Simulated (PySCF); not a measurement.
SMILES F[Si](CCc1cccs1)(F)F at its GFN2-xTB optimised geometry (Å):

```
18

F     -3.4580    -2.3330     0.5728
Si    -2.2247    -2.3709     1.5712
F     -2.8765    -2.5731     3.0041
F     -1.5211    -3.7590     1.2551
C     -1.0776    -0.8931     1.4347
C     -0.4441    -0.7409     0.0369
C      0.4837     0.4247     0.0000
C      1.8432     0.4247     0.0000
C      2.4008     1.7244     0.0000
C      1.4556     2.6954     0.0064
S     -0.1365     2.0460     0.0087
H     -1.6175     0.0275     1.6691
H     -0.2741    -0.9727     2.1712
H      0.1140    -1.6439    -0.2173
H     -1.2353    -0.6091    -0.7045
H      2.4330    -0.4747    -0.0061
H      3.4580     1.9202    -0.0042
H      1.5873     3.7590     0.0089
```

Level of theory: PySCF with B3LYP/def2-SVP. Cells within 0.4 Å of a nucleus heavier than hydrogen are left out (blank, or x).

Map of the deformation density (molecule minus spherical neutral atoms) (e/bohr³) on the plane z = 0.6 Å:

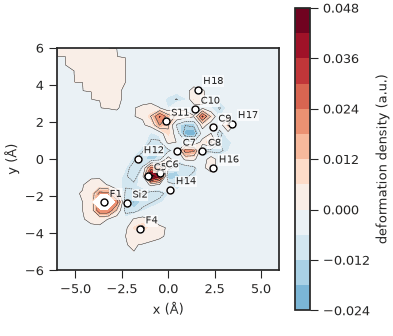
Figure: Deformation density (molecule minus spherical neutral atoms) (e/bohr³) on the plane z = 0.6 Å.
